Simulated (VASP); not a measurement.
Here is the system:

```
CELL_PARAMETERS angstrom
      5.73010     0.00000     0.00000
      0.00000     5.73010     0.00000
      0.00000     0.00000     5.73010
ATOMIC_POSITIONS crystal
  Zn 0.00000 0.00000 0.00000
  Te 0.26015 0.26015 0.26015
  Te 0.73985 0.73985 0.26015
  Te 0.73985 0.26015 0.73985
  Te 0.26015 0.73985 0.73985
  Be 0.50000 0.50000 0.00000
  Be 0.50000 0.00000 0.50000
  Be 0.00000 0.50000 0.50000
```

Level of theory: PBEsol GGA, VASP's PBE PAW potentials (set 64) (plane waves; VASP). Run with 400 eV cut-off, 5×5×5 Γ-centred mesh, tetrahedra with Blöchl corrections, potentials Zn Te Be.

Unless said otherwise, spin-orbit coupling is left out, though it shifts the bands of the heavy elements here.

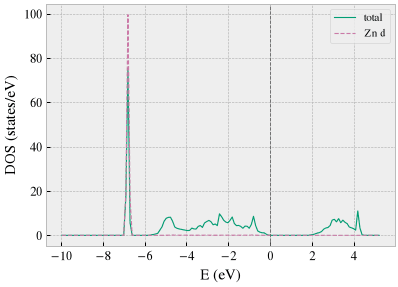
*Total and projected density of states, zero at the valence-band maximum*

Within 2 eV below the valence-band maximum the largest weight inside VASP's projection spheres is Te p.

The gap is direct, 1.79 eV, from the valence maximum at Γ to the conduction minimum at Γ.

The structure was generated: Be3ZnTe4 was put into an ordered model structure (P-43m), which need not be its known phase. It was relaxed first.
